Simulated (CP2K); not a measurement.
# triplet SiHCl at 3 levels

Aim: a comparison of 3 runs (UBLYP-D3(BJ)/DZVP-MOLOPT-SR-GTH, UPBE/DZVP-MOLOPT-SR-GTH, UPBE/TZV2P-MOLOPT-PBE-GTH) of triplet SiHCl. 

The results are computed with CP2K 2026.2.

**1. The structure to begin with**

SiHCl has 3 atoms, charge 0, and is taken as a triplet. SMILES of the parent species: `[SiH]Cl`. The coordinates come from a PBE0-D4/def2-TZVP relaxation. That shape belongs to the parent species and isn't relaxed for this state.

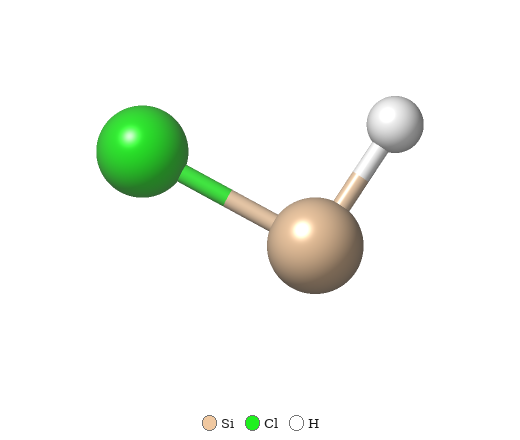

Viewed from a chosen angle; silicon light orange, chlorine green, hydrogen white.

**2. A single-point energy at UBLYP-D3(BJ)/DZVP-MOLOPT-SR-GTH (core potential) (run 1)**

File molecule.xyz:

```xyz
3

Si    -0.548300     0.570970    -0.233910
Cl     1.275420     0.352820     0.736230
H     -0.727130    -0.923790    -0.502320
```

File calc.inp:

```
&GLOBAL
   PROJECT_NAME calc
   RUN_TYPE ENERGY
   PRINT_LEVEL MEDIUM
&END

&FORCE_EVAL
   METHOD QUICKSTEP
   &DFT
      BASIS_SET_FILE_NAME BASIS_MOLOPT
      POTENTIAL_FILE_NAME GTH_POTENTIALS
      MULTIPLICITY 3
      SPIN_POLARIZED T
      &QS
         METHOD GPW
         EPS_DEFAULT 1.0E-10
      &END
      # plane-wave cutoff in Ry
      &MGRID
         CUTOFF 400
         REL_CUTOFF 50
         NGRIDS 4
      &END
      # isolated system
      &POISSON
         PERIODIC NONE
         POISSON_SOLVER MULTIPOLE
      &END
      &SCF
         SCF_GUESS ATOMIC
         EPS_SCF 1.0E-05
         MAX_SCF 40
         &OT
            MINIMIZER DIIS
            PRECONDITIONER FULL_ALL
         &END
         &OUTER_SCF
            EPS_SCF 1.0E-05
            MAX_SCF 2
         &END
      &END
      &XC
         &XC_FUNCTIONAL BLYP
         &END
         &VDW_POTENTIAL
            POTENTIAL_TYPE PAIR_POTENTIAL
            &PAIR_POTENTIAL
               TYPE DFTD3(BJ)
               PARAMETER_FILE_NAME dftd3.dat
               REFERENCE_FUNCTIONAL BLYP
               R_CUTOFF 15
            &END
         &END
      &END
      &PRINT
         &MOMENTS
            PERIODIC F
            REFERENCE COM
            MAX_MOMENT 1
         &END
         &MO_CUBES
            NLUMO 2
            NHOMO -1
            WRITE_CUBE F
         &END
         &HIRSHFELD OFF
         &END
      &END
   &END
   &SUBSYS
      # vacuum box
      &CELL
         ABC 9 8.5 8.2
         PERIODIC NONE
      &END
      &TOPOLOGY
         COORD_FILE_NAME molecule.xyz
         COORD_FILE_FORMAT XYZ
         &CENTER_COORDINATES
         &END
      &END
      &KIND Si
         BASIS_SET DZVP-MOLOPT-SR-GTH-q4
         POTENTIAL GTH-BLYP-q4
      &END
      &KIND Cl
         BASIS_SET DZVP-MOLOPT-SR-GTH-q7
         POTENTIAL GTH-BLYP-q7
      &END
      &KIND H
         BASIS_SET DZVP-MOLOPT-SR-GTH-q1
         POTENTIAL GTH-BLYP-q1
      &END
   &END
&END
```

On the command line:

```
$ OMP_NUM_THREADS=1 cp2k.psmp -i calc.inp -o calc.out
```

What it wrote:

```text
CP2K| version string:                                       CP2K version 2026.2
[...]
 GLOBAL| Method name                                                        CP2K
[...]
 GLOBAL| Run type                                                         ENERGY
[...]
 DFT| Spin unrestricted (spin-polarized) Kohn-Sham calculation               UKS
 DFT| Multiplicity                                                             3
[...]
 DFT| Charge                                                                   0
[...]
 FUNCTIONAL| BECKE88:
 FUNCTIONAL| LYP:
[...]
 QS| Method:                                                                 GPW
[...]
 QS| Density cutoff [a.u.]:                                                200.0
[...]
 QS| Relative density cutoff [a.u.]:                                        25.0
[...]
                             - Atoms:                                          3
[...]
                             - Spherical basis functions:                     31
[...]
 Number of electrons:                                                          7
[...]
     1 OT DIIS     0.15E+00    2.9     0.18075573       -18.1561683796 -1.82E+01
[...]
  *** SCF run converged in    29 steps ***
[...]
  Overlap energy of the core charge distribution:               0.00000000359044
  Self energy of the core charge distribution:                -45.38223418437634
  Core Hamiltonian energy:                                     10.39066513231172
  Hartree energy:                                              19.98921068940791
  Exchange-correlation energy:                                 -4.33437132003235
  Dispersion energy:                                           -0.00456294219088
  Total energy:                                               -19.34129262128950
[...]
 ENERGY| Total FORCE_EVAL ( QS ) energy [hartree]            -19.341292621289504
[...]
```

It took 98 s on 1 thread of Intel Xeon Platinum 8259CL at 2.50GHz (Skylake/Cascade Lake), shared host; peak memory 0.81 GiB.

**3. The energy at UPBE/DZVP-MOLOPT-SR-GTH (core potential) (run 2)**

File job.inp:

```
&GLOBAL
    PROJECT_NAME job
    RUN_TYPE ENERGY
    PRINT_LEVEL MEDIUM
&END GLOBAL
&FORCE_EVAL
    METHOD QUICKSTEP
    &DFT
        BASIS_SET_FILE_NAME BASIS_MOLOPT
        POTENTIAL_FILE_NAME GTH_POTENTIALS
        CHARGE 0
        MULTIPLICITY 3
        UKS T
        &QS
            METHOD GPW
            EPS_DEFAULT 1.0E-10
        &END QS
        &MGRID
            CUTOFF 400
            REL_CUTOFF 50
            NGRIDS 4
        &END MGRID
        &POISSON
            PERIODIC NONE
            POISSON_SOLVER MULTIPOLE
        &END POISSON
        &SCF
            SCF_GUESS ATOMIC
            EPS_SCF 1.0E-05
            MAX_SCF 40
            &OT ON
                MINIMIZER DIIS
                PRECONDITIONER FULL_ALL
            &END OT
            &OUTER_SCF
                EPS_SCF 1.0E-05
                MAX_SCF 2
            &END OUTER_SCF
        &END SCF
        &XC
            &XC_FUNCTIONAL PBE
            &END XC_FUNCTIONAL
        &END XC
        &PRINT
            &MOMENTS
                PERIODIC F
                REFERENCE COM
                MAX_MOMENT 1
            &END MOMENTS
            &MO_CUBES
                NLUMO 2
                NHOMO -1
                WRITE_CUBE F
            &END MO_CUBES
            &HIRSHFELD OFF
            &END HIRSHFELD
        &END PRINT
    &END DFT
    &SUBSYS
        &CELL
            ABC [angstrom] 9 8.5 8.2
            PERIODIC NONE
        &END CELL
        &COORD
            Si    -0.548300     0.570970    -0.233910
            Cl     1.275420     0.352820     0.736230
            H     -0.727130    -0.923790    -0.502320
        &END COORD
        &TOPOLOGY
            &CENTER_COORDINATES
            &END CENTER_COORDINATES
        &END TOPOLOGY
        &KIND Si
            BASIS_SET DZVP-MOLOPT-SR-GTH-q4
            POTENTIAL GTH-PBE-q4
        &END KIND
        &KIND Cl
            BASIS_SET DZVP-MOLOPT-SR-GTH-q7
            POTENTIAL GTH-PBE-q7
        &END KIND
        &KIND H
            BASIS_SET DZVP-MOLOPT-SR-GTH-q1
            POTENTIAL GTH-PBE-q1
        &END KIND
    &END SUBSYS
&END FORCE_EVAL
```

On the command line:

```
$ OMP_NUM_THREADS=1 cp2k.psmp job.inp > job.out
```

What it wrote:

```text
CP2K| version string:                                       CP2K version 2026.2
[...]
 GLOBAL| Method name                                                        CP2K
[...]
 GLOBAL| Run type                                                         ENERGY
[...]
 DFT| Spin unrestricted (spin-polarized) Kohn-Sham calculation               UKS
 DFT| Multiplicity                                                             3
[...]
 DFT| Charge                                                                   0
[...]
 FUNCTIONAL| PBE:
 QS| Method:                                                                 GPW
[...]
 QS| Density cutoff [a.u.]:                                                200.0
[...]
 QS| Relative density cutoff [a.u.]:                                        25.0
[...]
                             - Atoms:                                          3
[...]
                             - Spherical basis functions:                     31
[...]
 Number of electrons:                                                          7
[...]
     1 OT DIIS     0.15E+00    3.0     0.18095742       -18.2105978455 -1.82E+01
[...]
    27 OT DIIS     0.15E+00    3.6     0.00000939       -19.4067495077 -1.23E-08
  *** SCF run converged in    27 steps ***
[...]
  Overlap energy of the core charge distribution:               0.00000000359044
  Self energy of the core charge distribution:                -45.38223418437634
  Core Hamiltonian energy:                                     10.36227190354496
  Hartree energy:                                              20.00381398415615
  Exchange-correlation energy:                                 -4.39060121463337
  Total energy:                                               -19.40674950771816
[...]
 HOMO - LUMO gap [eV] :    3.021560
 ENERGY| Total FORCE_EVAL ( QS ) energy [hartree]            -19.406749507718160
[...]
```

Run time: 1.7 min. Hardware: 1 thread of Intel Xeon Platinum 8259CL at 2.50GHz (Skylake/Cascade Lake), shared host; peak memory 0.78 GiB.

**4. A single-point energy at UPBE/TZV2P-MOLOPT-PBE-GTH (core potential) (run 3)**

File job.inp:

```
&GLOBAL
  PROJECT job
  RUN_TYPE ENERGY
  PRINT_LEVEL MEDIUM
&END GLOBAL
&FORCE_EVAL
  METHOD Quickstep
  &DFT
    BASIS_SET_FILE_NAME BASIS_MOLOPT_UZH
    POTENTIAL_FILE_NAME POTENTIAL_UZH
    CHARGE 0
    MULTIPLICITY 3
    SPIN_POLARIZED T
    &QS
      METHOD GPW
      EPS_DEFAULT 1.0E-10
    &END QS
    # plane-wave cutoff in Ry
    &MGRID
      CUTOFF 400
      REL_CUTOFF 50
      NGRIDS 4
    &END MGRID
    &POISSON
      PERIODIC NONE
      POISSON_SOLVER MULTIPOLE
    &END POISSON
    # self-consistent field
    &SCF
      SCF_GUESS ATOMIC
      EPS_SCF 1.0E-05
      MAX_SCF 40
      &OT ON
        MINIMIZER DIIS
        PRECONDITIONER FULL_ALL
      &END OT
      &OUTER_SCF
        EPS_SCF 1.0E-05
        MAX_SCF 2
      &END OUTER_SCF
    &END SCF
    &XC
      &XC_FUNCTIONAL PBE
      &END XC_FUNCTIONAL
    &END XC
    # extra output
    &PRINT
      &MOMENTS
        PERIODIC F
        REFERENCE COM
        MAX_MOMENT 1
      &END MOMENTS
      &MO_CUBES
        NLUMO 2
        NHOMO -1
        WRITE_CUBE F
      &END MO_CUBES
      &HIRSHFELD OFF
      &END HIRSHFELD
    &END PRINT
  &END DFT
  &SUBSYS
    &CELL
      ABC [angstrom] 9 8.5 8.2
      PERIODIC NONE
    &END CELL
    &COORD
      Si    -0.548300     0.570970    -0.233910
      Cl     1.275420     0.352820     0.736230
      H     -0.727130    -0.923790    -0.502320
    &END COORD
    &TOPOLOGY
      &CENTER_COORDINATES
      &END CENTER_COORDINATES
    &END TOPOLOGY
    &KIND Si
      BASIS_SET TZV2P-MOLOPT-PBE-GTH-q4
      POTENTIAL GTH-PBE-q4
    &END KIND
    &KIND Cl
      BASIS_SET TZV2P-MOLOPT-PBE-GTH-q7
      POTENTIAL GTH-PBE-q7
    &END KIND
    &KIND H
      BASIS_SET TZV2P-MOLOPT-PBE-GTH-q1
      POTENTIAL GTH-PBE-q1
    &END KIND
  &END SUBSYS
&END FORCE_EVAL
```

On the command line:

```
$ OMP_NUM_THREADS=1 cp2k.psmp -i job.inp > job.out 2>&1
```

What it wrote:

```text
CP2K| version string:                                       CP2K version 2026.2
[...]
 GLOBAL| Method name                                                        CP2K
[...]
 GLOBAL| Run type                                                         ENERGY
[...]
 DFT| Spin unrestricted (spin-polarized) Kohn-Sham calculation               UKS
 DFT| Multiplicity                                                             3
[...]
 DFT| Charge                                                                   0
[...]
 FUNCTIONAL| PBE:
 QS| Method:                                                                 GPW
[...]
 QS| Density cutoff [a.u.]:                                                200.0
[...]
 QS| Relative density cutoff [a.u.]:                                        25.0
[...]
                             - Atoms:                                          3
[...]
                             - Spherical basis functions:                     72
[...]
 Number of electrons:                                                          7
[...]
     1 OT DIIS     0.15E+00    3.4     0.05460169       -18.9226268145 -1.89E+01
[...]
    16 OT DIIS     0.15E+00    3.8     0.00000508       -19.4118197873 -2.18E-08
  *** SCF run converged in    16 steps ***
[...]
  Overlap energy of the core charge distribution:               0.00000000364825
  Self energy of the core charge distribution:                -45.36637703341069
  Core Hamiltonian energy:                                     10.30035913992757
  Hartree energy:                                              20.03520066610736
  Exchange-correlation energy:                                 -4.38100256355231
  Total energy:                                               -19.41181978727982
[...]
 HOMO - LUMO gap [eV] :    2.976904
 ENERGY| Total FORCE_EVAL ( QS ) energy [hartree]            -19.411819787279825
[...]
```

Run time: 63 s. Hardware: 1 thread of Intel Xeon Platinum 8259CL at 2.50GHz (Skylake/Cascade Lake), shared host; peak memory 0.78 GiB.

**5. The series**

```csv
run,level,core potential,energy (Eh),dipole moment (D),HOMO energy (eV),⟨S²⟩,wall time
1,UBLYP-D3(BJ)/DZVP-MOLOPT-SR-GTH (core potential),GTH-BLYP,-19.341293,1.15,-3.97,2.003,98 s
2,UPBE/DZVP-MOLOPT-SR-GTH (core potential),GTH-PBE,-19.406750,1.18,-4.27,2.004,1.7 min
3,UPBE/TZV2P-MOLOPT-PBE-GTH (core potential),GTH-PBE,-19.411820,1.21,-4.37,2.004,63 s
```

**6. Summary of results**

| quantity | value |
| --- | --- |
| run 3: total energy | -19.41182 Eh |
| run 3: dipole moment | 1.21 D |
| run 3: HOMO energy (highest over α and β) | -4.37 eV |
| run 3: ⟨S²⟩ | 2.004 |

What this shows: The dipole moment (its size) runs from 1.15 D (UBLYP-D3(BJ)/DZVP-MOLOPT-SR-GTH) to 1.21 D (UPBE/TZV2P-MOLOPT-PBE-GTH). The two ends differ in method and basis. Totals of different functionals can't be ranked against each other. All runs together took 4.4 min, the longest 1.7 min.
